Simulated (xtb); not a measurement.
**CH₉BNSi (charge −1): geometry relaxation (part 4 of 4)**

CH₉BNSi, charge −1; GFN2-xTB (xtb 6.7.1 later snapshot). The geometry comes from this level: GFN2-xTB.

Geometry of the input (Å):
```
B  -0.3910  2.0342  -0.0052
C  -0.6665  0.4230  0.1994
N  0.5273  -0.3599  -0.1338
Si 0.6577  -2.0346  -0.0160
H  -0.0349  2.2327  -1.1643
H  0.4826  2.4149  0.7573
H  -1.4232  2.6499  0.2112
H  -0.9436  0.1663  1.2311
H  -1.5065  0.0801  -0.4307
H  1.1086  0.1686  -0.7651
H  2.0096  -2.4153  -0.4668
H  -0.2883  -2.8788  -0.7967
H  0.4680  -2.4810  1.3795
```

Trajectory as extended XYZ, continued
```
13
Properties=species:S:1:pos:R:3 step=15 energy=-349.03439
B    -0.4052    2.0281   -0.0445
C    -0.6453    0.4275    0.2614
N     0.5543   -0.3535   -0.0620
Si    0.6469   -2.0357   -0.0446
H    -0.0997    2.1654   -1.2265
H     0.4943    2.4618    0.6585
H    -1.4361    2.6428    0.1808
H    -0.8852    0.2286    1.3156
H    -1.4981    0.0355   -0.3188
H     1.1520    0.1894   -0.6657
H     2.0196   -2.4159   -0.4275
H    -0.2566   -2.8172   -0.9338
H     0.3593   -2.5569    1.3073
13
Properties=species:S:1:pos:R:3 step=16 energy=-349.03440
B    -0.4059    2.0275   -0.0464
C    -0.6443    0.4277    0.2645
N     0.5560   -0.3532   -0.0578
Si    0.6463   -2.0356   -0.0460
H    -0.1026    2.1619   -1.2292
H     0.4947    2.4638    0.6537
H    -1.4368    2.6423    0.1790
H    -0.8830    0.2317    1.3195
H    -1.4973    0.0335   -0.3138
H     1.1537    0.1902   -0.6612
H     2.0198   -2.4160   -0.4261
H    -0.2554   -2.8136   -0.9400
H     0.3546   -2.5603    1.3036
13
Properties=species:S:1:pos:R:3 step=17 energy=-349.03440
B    -0.4064    2.0273   -0.0475
C    -0.6435    0.4279    0.2664
N     0.5570   -0.3530   -0.0552
Si    0.6460   -2.0355   -0.0469
H    -0.1046    2.1598   -1.2309
H     0.4948    2.4653    0.6507
H    -1.4373    2.6420    0.1780
H    -0.8813    0.2334    1.3219
H    -1.4966    0.0320   -0.3106
H     1.1551    0.1906   -0.6582
H     2.0199   -2.4163   -0.4252
H    -0.2547   -2.8112   -0.9438
H     0.3515   -2.5623    1.3012
```

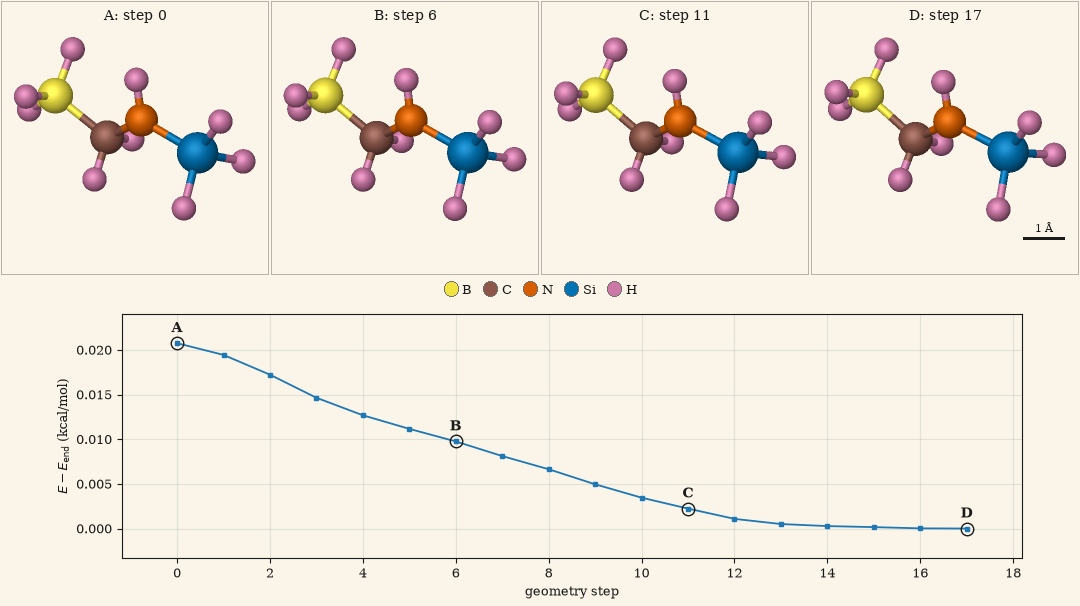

Fig. 1: Frames of the relaxation (ball-and-stick view, seen at a tilt) above the curves, on which the letters mark them (steps are counted from 0).

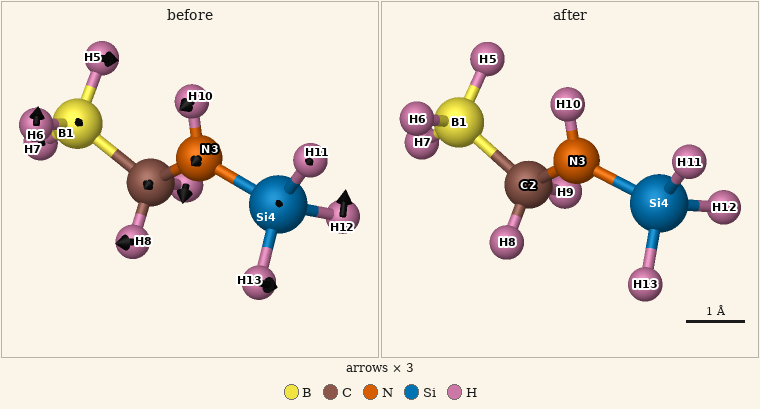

Fig. 2: Before (left) and after (right) the relaxation, at one scale (ball-and-stick view, seen at a tilt). The black arrows give the displacements, magnified 3 times. The energy falls by 0.02 kcal/mol in 17 geometry steps. The largest moves after the best rigid fit, 0.17 Å, are those of H12 and H13. Largest moves by element: H 0.17 Å, N 0.08 Å, C 0.07 Å, B 0.05 Å, Si 0.03 Å. (Atoms are counted from 1 in the order of the input.)

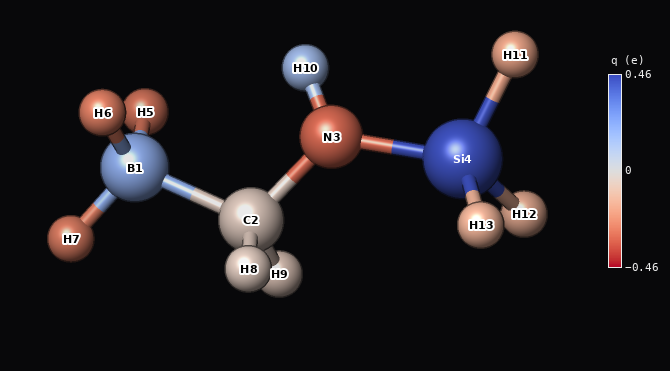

Fig. 3: Mulliken charges, as the colour of each atom (ball-and-stick view, seen at a tilt; atoms are numbered from 1 in the order of the input). By element: B +0.19, C −0.05, N −0.31, Si +0.44 and H −0.28 to +0.14 e.

Summary

| quantity | value |
| --- | --- |
| outcome | converged |
| electrons treated | 26 |
| total energy | −12.826777 hartree |
| dispersion energy | −0.010420 hartree |
| basis functions | 31 |
| HOMO | −4.67 eV |
| LUMO | −0.53 eV |
| peak memory | 0.074 GiB |
